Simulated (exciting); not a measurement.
Consider TaAgO3, space group R-3c.

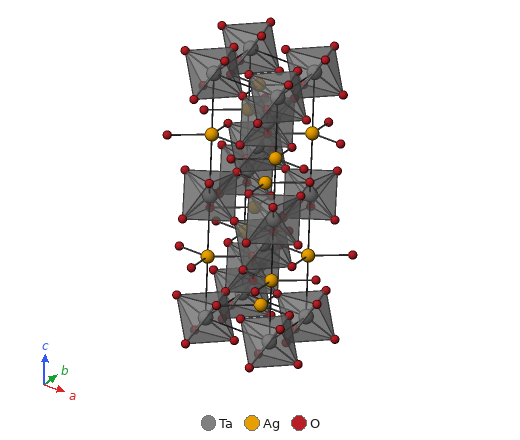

The structure (tantalum grey, silver orange, oxygen red). Some periodic images of atoms are drawn too.

```
Ta Ag O
1.0
     2.78783    1.60955    4.64445
    -2.78783    1.60955    4.64445
     0.00000   -3.21911    4.64445
Ta Ag O
2 2 6
Direct
  0.00000 0.00000 0.00000
  0.50000 0.50000 0.50000
  0.75000 0.75000 0.75000
  0.25000 0.25000 0.25000
  0.80653 0.25000 0.69347
  0.25000 0.69347 0.80653
  0.69347 0.80653 0.25000
  0.75000 0.30653 0.19347
  0.19347 0.75000 0.30653
  0.30653 0.19347 0.75000
```

Absorber: atom 3, with 3 O at 2.47 Å, 6 O at 2.84 Å and 3 O at 3.10 Å (distorted cuboctahedral, site symmetry 32). Method: exciting, all-electron LAPW+lo, LDA, exchange and screened direct term (singlet BSE), 2×2×2 shifted k points, 52 conduction bands, |G+q| up to 3 bohr⁻¹ (2 in the exchange term), full RPA screening with nempty = 86, Lorentzian half width 1.2 eV.

Predict the Ag L₃ near-edge structure at this level.

Bound core exciton? Undecided on this mesh: the first bright state (over 5 % of the brightest) lies at -0.30 eV from the Kohn–Sham onset and at -0.50 eV from the lowest bare transition of its own mesh. Maxima (height): 1.0 eV (0.26), 11.5 eV (1.00) and 15.5 eV (0.82).

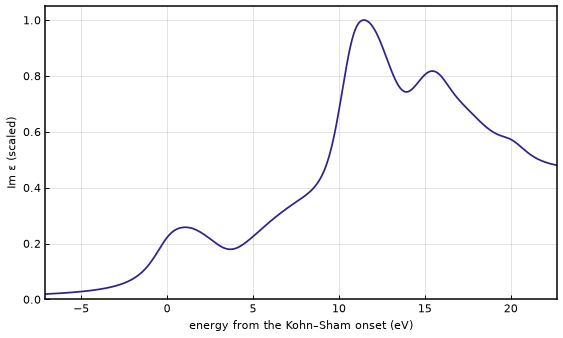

Energy from the Kohn–Sham onset, core level to the lowest empty state found on the meshes used; Im ε in relative units.

A mesh of 8 points doesn't converge binding energies, and fine structure above the first lines is partly noise of the mesh. The kernel cutoff is low for a compact core orbital, so the effect of exchange is a lower bound. The zero comes from the unshifted 3×3×3 ground-state mesh; it is exact only where the band minimum lies on that mesh. The conduction states carry no spin here, so the exchange coupling to the spinor core hole is only partly held. This core level is treated alone, with no coupling to its spin–orbit partner. The Kohn–Sham onset, 3282 eV, is no photon energy (tabulated edge of the element: 3351 eV): the scale needs a rigid shift. Bands and screening come from semilocal DFT, whose small gap overscreens. Vibrations and energy-dependent lifetimes are left out. The structure is a Materials Project entry, computed there, and may be a hypothetical form.

[Banner, clock and machine lines of the logs are left out without a mark of their own.]

[Logs are printed without paths, hosts, clocks, repeated set-up lines and the standing remarks that a program may print on its own settings, such as how far it seeks lower states.]

[Hosts, paths, dates, database ids (printed as entryN), source tags and the programs' standing remarks are cut or masked in the printed files.]
